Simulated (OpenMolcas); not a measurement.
## Multiconfigurational calculation, with input and output: Zr⁺

Zr⁺. Computed at this level: state-averaged SS-CASPT2, IPEA shift 0.3, sigma1 shift 0.3 hartree, closed shells 3d 4s 4p correlated, active space 3 electrons in the shells 4d 5s, basis ANO-R1, X2C scalar Hamiltonian, spin-orbit coupling by RASSI with atomic mean-field integrals (OpenMolcas).

## Results in brief

- outcome: converged; degenerate states are split by up to 261 cm⁻¹
- lowest level: 4d² 5s ⁴F₃/₂
- first excited level: 4d² 5s ⁴F₅/₂, 303 cm⁻¹ (measured: 315)
- energy of the lowest spin-free term: −3596.14001 hartree
- energy of the lowest spin-orbit level: −3596.14338 hartree
- CASPT2 correlation energy: −0.1208 hartree
- largest spread among components of a term: 260.9 cm⁻¹
- lowest reference weight: 0.935
- hardware: 1 thread of Intel Xeon (Sapphire Rapids), 192 GiB of memory available, shared host
- wall time: 39 s

## Remarks

The components of ⁴F, which symmetry makes degenerate, are split by 261 cm⁻¹ in CASPT2, and those of 8 more by over 50 cm⁻¹. This is an artefact; the levels of such states rest on averages and are uncertain by about as much. The run is of multi-state type; this report uses its single-state energies. Caveats: single d shell misplaces d against s configurations; only configurations of the active space are included; levels of higher terms that fall inside the range are not drawn.

## Input file
```
&GATEWAY
Coord
1

Zr 0.0 0.0 0.0
Basis=ANO-R1
Group=XYZ
NoMove
AngMom=0.0 0.0 0.0
AMFI
&SEWARD
&RASSCF
FileOrb=start.orb
Symmetry=1
Spin=4
nActEl=3 0 0
Inactive=9 9
Ras2=6 0
CIRoot=20 20 1
SDav=20
CIMx=300
Iter=120 100
PrWF=0.3
OrbListing=Nothing
MaxOrb=0
Atom
>>> COPY $Project.JobIph JOB001
&RASSCF
FileOrb=start.orb
Symmetry=1
Spin=2
nActEl=3 0 0
Inactive=9 9
Ras2=6 0
CIRoot=70 70 1
SDav=70
CIMx=300
Iter=120 100
PrWF=0.3
OrbListing=Nothing
MaxOrb=0
Atom
>>> COPY $Project.JobIph JOB002
&RASSI
NrOfJobIphs=2 20 70
1 2 3 4 5 6 7 8 9 10 11 12 13 14 15 16 17 18 19 20
1 2 3 4 5 6 7 8 9 10 11 12 13 14 15 16 17 18 19 20 21 22 23 24 25 26 27
28 29 30 31 32 33 34 35 36 37 38 39 40 41 42 43 44 45 46 47 48 49 50 51
52 53 54 55 56 57 58 59 60 61 62 63 64 65 66 67 68 69 70
IphNames
JOB001
JOB002
EJob
SpinOrbit
DIPRint=1.0
SOCoupling=1000.0
Subsets=2
MEES
Property=10
'ANGMOM' 1 'ANGMOM' 2 'ANGMOM' 3 'MLTPL  1' 1 'MLTPL  1' 2 'MLTPL  1' 3
'AMFI' 1 'AMFI' 2 'AMFI' 3 'MLTPL  2' 6
SOProperty=3
'ANGMOM' 1 'ANGMOM' 2 'ANGMOM' 3
>>> COPY JOB001 $Project.JobIph
&CASPT2
Multistate=20 1 2 3 4 5 6 7 8 9 10 11 12 13 14 15 16 17 18 19 20
Frozen=3 6
IPEA=0.3
Sig1=0.3
MaxIter=60
WThr=0.0 0.3 0.05
PrWF=0.5
NoMix
>>> COPY JOB002 $Project.JobIph
&CASPT2
Multistate=70 1 2 3 4 5 6 7 8 9 10 11 12 13 14 15 16 17 18 19 20 21 22
23 24 25 26 27 28 29 30 31 32 33 34 35 36 37 38 39 40 41 42 43 44 45 46
47 48 49 50 51 52 53 54 55 56 57 58 59 60 61 62 63 64 65 66 67 68 69 70
Frozen=3 6
IPEA=0.3
Sig1=0.3
MaxIter=60
WThr=0.0 0.3 0.05
PrWF=0.5
NoMix
```

The file start.orb holds starting orbitals from an earlier step. A driver script formed the levels outside the program, from RASSI's spin-orbit matrix and the CASPT2 energies (for multi-state variants, the effective Hamiltonian), averaged over the components of each term or state. The log and the time are those of the CASPT2 step.

Run as:
```bash
OMP_NUM_THREADS=1 MOLCAS_MEM=2252 MOLCAS_PROJECT=a pymolcas a.inp > a.log  # once for each step of the input, in one work folder
```

## Output (extracts)
```
--- CASPT2 ---
Orbital specifications:
      -----------------------

      Symmetry species                           1   2
                                                ag  au
      Frozen orbitals                            3   6
      Inactive orbitals                          6   3
      Active orbitals                            6   0
      Secondary orbitals                         6  10
      Deleted orbitals                           0   0
      Number of basis functions                 21  19
Type of calculation                        MS-CASPT2
      Fock operator                              state-specific
      IPEA shift                                 0.30
      Real shift                                 0.00
      Imaginary shift                            0.00
      Sigma^1 regularizer                        0.30
      The input orbitals will be transformed to quasi-canonical
Reference energy:       -3596.0191729499
      E2 (Non-variational):      -0.1201808066
      Shift correction:          -0.0002826615
      E2 (Variational):          -0.1204634681
      Total energy:           -3596.1396364180
      Residual norm:              0.0000005236
      Reference weight:           0.96129
      Contributions to the CASPT2 correlation energy
      Active & Virtual Only:         -0.0092237776
      One Inactive Excited:          -0.0515209973
      Two Inactive Excited:          -0.0594360316
Reference energy:       -3596.0191729499
      E2 (Non-variational):      -0.1204252138
      Shift correction:          -0.0003125683
      E2 (Variational):          -0.1207377821
      Total energy:           -3596.1399107320
      Residual norm:              0.0000005476
      Reference weight:           0.96104
      Contributions to the CASPT2 correlation energy
      Active & Virtual Only:         -0.0092968265
      One Inactive Excited:          -0.0516582892
      Two Inactive Excited:          -0.0594700980
::    CASPT2 Root  1     Total energy:  -3596.13963642
::    CASPT2 Root  2     Total energy:  -3596.13991073
::    CASPT2 Root  3     Total energy:  -3596.13952611
::    CASPT2 Root  4     Total energy:  -3596.14064141
::    CASPT2 Root  5     Total energy:  -3596.14039897
::    CASPT2 Root  6     Total energy:  -3596.13945252
::    CASPT2 Root  7     Total energy:  -3596.14048864
::    CASPT2 Root  8     Total energy:  -3596.12293435
::    CASPT2 Root  9     Total energy:  -3596.12322957
::    CASPT2 Root 10     Total energy:  -3596.12340381
::    CASPT2 Root 11     Total energy:  -3596.12311959
::    CASPT2 Root 12     Total energy:  -3596.12320980
::    CASPT2 Root 13     Total energy:  -3596.12329659
::    CASPT2 Root 14     Total energy:  -3596.12275850
::    CASPT2 Root 15     Total energy:  -3596.10541541
::    CASPT2 Root 16     Total energy:  -3596.10541535
::    CASPT2 Root 17     Total energy:  -3596.10541533
::    CASPT2 Root 18     Total energy:  -3596.08926587
::    CASPT2 Root 19     Total energy:  -3596.08926584
::    CASPT2 Root 20     Total energy:  -3596.08926579
::    MS-CASPT2 Root  1     Total energy:  -3596.14114629
::    MS-CASPT2 Root  2     Total energy:  -3596.14073441
::    MS-CASPT2 Root  3     Total energy:  -3596.14032341
::    MS-CASPT2 Root  4     Total energy:  -3596.13991088
::    MS-CASPT2 Root  5     Total energy:  -3596.13947361
::    MS-CASPT2 Root  6     Total energy:  -3596.13931564
::    MS-CASPT2 Root  7     Total energy:  -3596.13922509
::    MS-CASPT2 Root  8     Total energy:  -3596.12429090
::    MS-CASPT2 Root  9     Total energy:  -3596.12394221
::    MS-CASPT2 Root 10     Total energy:  -3596.12349570
--- CASPT2 ---
Orbital specifications:
      -----------------------

      Symmetry species                           1   2
                                                ag  au
      Frozen orbitals                            3   6
      Inactive orbitals                          6   3
      Active orbitals                            6   0
      Secondary orbitals                         6  10
      Deleted orbitals                           0   0
      Number of basis functions                 21  19
Type of calculation                        MS-CASPT2
      Fock operator                              state-specific
      IPEA shift                                 0.30
      Real shift                                 0.00
      Imaginary shift                            0.00
      Sigma^1 regularizer                        0.30
      The input orbitals will be transformed to quasi-canonical
Reference energy:       -3595.9937742279
      E2 (Non-variational):      -0.1265491980
      Shift correction:          -0.0013621915
      E2 (Variational):          -0.1279113895
      Total energy:           -3596.1216856174
      Residual norm:              0.0000006070
      Reference weight:           0.95370
      Contributions to the CASPT2 correlation energy
      Active & Virtual Only:         -0.0147032275
      One Inactive Excited:          -0.0500689801
      Two Inactive Excited:          -0.0617769903
Reference energy:       -3595.9937742279
      E2 (Non-variational):      -0.1266257060
      Shift correction:          -0.0013582398
      E2 (Variational):          -0.1279839457
      Total energy:           -3596.1217581737
      Residual norm:              0.0000006170
      Reference weight:           0.95366
      Contributions to the CASPT2 correlation energy
      Active & Virtual Only:         -0.0147298453
      One Inactive Excited:          -0.0501235729
      Two Inactive Excited:          -0.0617722878
::    CASPT2 Root  1     Total energy:  -3596.12168562
::    CASPT2 Root  2     Total energy:  -3596.12175817
::    CASPT2 Root  3     Total energy:  -3596.12178120
::    CASPT2 Root  4     Total energy:  -3596.12180937
::    CASPT2 Root  5     Total energy:  -3596.12185688
::    CASPT2 Root  6     Total energy:  -3596.11101616
::    CASPT2 Root  7     Total energy:  -3596.11101636
::    CASPT2 Root  8     Total energy:  -3596.11101643
::    CASPT2 Root  9     Total energy:  -3596.10896509
::    CASPT2 Root 10     Total energy:  -3596.10965346
::    CASPT2 Root 11     Total energy:  -3596.10966922
::    CASPT2 Root 12     Total energy:  -3596.10992830
::    CASPT2 Root 13     Total energy:  -3596.10894042
::    CASPT2 Root 14     Total energy:  -3596.10952572
::    CASPT2 Root 15     Total energy:  -3596.10902268
::    CASPT2 Root 16     Total energy:  -3596.09796192
::    CASPT2 Root 17     Total energy:  -3596.09782813
::    CASPT2 Root 18     Total energy:  -3596.09787440
::    CASPT2 Root 19     Total energy:  -3596.09772861
::    CASPT2 Root 20     Total energy:  -3596.09777090
::    CASPT2 Root 21     Total energy:  -3596.09774406
::    CASPT2 Root 22     Total energy:  -3596.09784213
::    CASPT2 Root 23     Total energy:  -3596.09784565
::    CASPT2 Root 24     Total energy:  -3596.09789310
::    CASPT2 Root 25     Total energy:  -3596.07213781
::    CASPT2 Root 26     Total energy:  -3596.07217365
::    CASPT2 Root 27     Total energy:  -3596.07209272
::    CASPT2 Root 28     Total energy:  -3596.07213891
::    CASPT2 Root 29     Total energy:  -3596.07214463
::    CASPT2 Root 30     Total energy:  -3596.07210655
```

## Spin-orbit levels, grouped by J and assigned (the lowest 15)

```csv
Configuration,Level,E (eV),LS purity (%),Landé g
4d² 5s,⁴F₃/₂,0,99,0.402
4d² 5s,⁴F₅/₂,0.03761,99,1.029
4d² 5s,⁴F₇/₂,0.09011,100,1.238
4d² 5s,⁴F₉/₂,0.1554,100,1.334
4d³,⁴F₃/₂,0.4419,86,0.458
4d³,⁴F₅/₂,0.4902,92,1.042
4d³,⁴F₇/₂,0.5490,100,1.238
4d² 5s,²D₃/₂,0.5762,82,0.759
4d² 5s,²D₅/₂,0.6017,89,1.185
4d³,⁴F₉/₂,0.6098,99,1.332
4d³,²P₁/₂,0.8482,99,0.682
4d² 5s,²F₅/₂,0.8824,98,0.865
4d³,²P₃/₂,0.8959,94,1.325
4d² 5s,²F₇/₂,0.9616,100,1.143
4d² 5s,⁴P₁/₂,0.9944,100,2.664
```

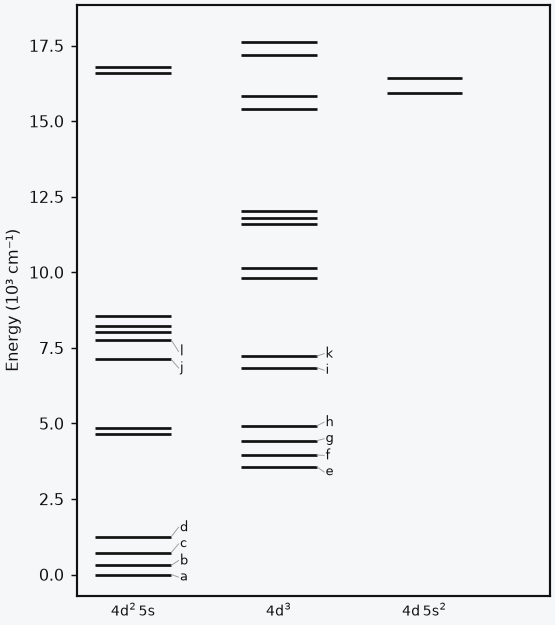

*The lowest computed levels of Zr II (Zr⁺), 12 of them lettered.*

a: 4d² 5s ⁴F₃/₂ at 0; b: 4d² 5s ⁴F₅/₂ at 303 cm⁻¹; c: 4d² 5s ⁴F₇/₂ at 727 cm⁻¹; d: 4d² 5s ⁴F₉/₂ at 1,250 cm⁻¹; e: 4d³ ⁴F₃/₂ at 3,560 cm⁻¹; f: 4d³ ⁴F₅/₂ at 3,950 cm⁻¹; g: 4d³ ⁴F₇/₂ at 4,430 cm⁻¹; h: 4d³ ⁴F₉/₂ at 4,920 cm⁻¹; i: 4d³ ²P₁/₂ at 6,840 cm⁻¹; j: 4d² 5s ²F₅/₂ at 7,120 cm⁻¹; k: 4d³ ²P₃/₂ at 7,230 cm⁻¹; l: 4d² 5s ²F₇/₂ at 7,760 cm⁻¹.

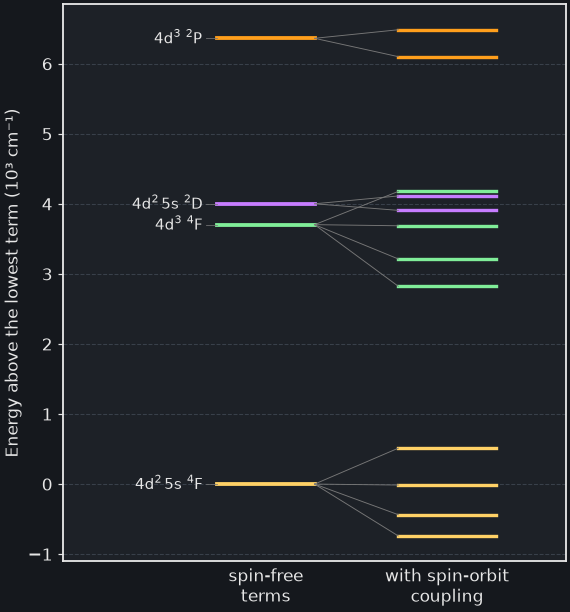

*Terms of Zr⁺ (zirconium, Z = 40) without and with spin-orbit coupling; the J values are left off.*

4d² 5s ⁴F (at 0) splits over 1,250 cm⁻¹ into J = 3/2, 5/2, 7/2, 9/2 from the bottom up (normal); 4d³ ⁴F (at 3,700 cm⁻¹) splits over 1,350 cm⁻¹ into J = 3/2, 5/2, 7/2, 9/2 from the bottom up (normal); 4d² 5s ²D (at 4,000 cm⁻¹) splits over 206 cm⁻¹ into J = 3/2, 5/2 from the bottom up (normal); 4d³ ²P (at 6,360 cm⁻¹) splits over 384 cm⁻¹ into J = 1/2, 3/2 from the bottom up (normal). The ground level lies 741 cm⁻¹ below the lowest term.
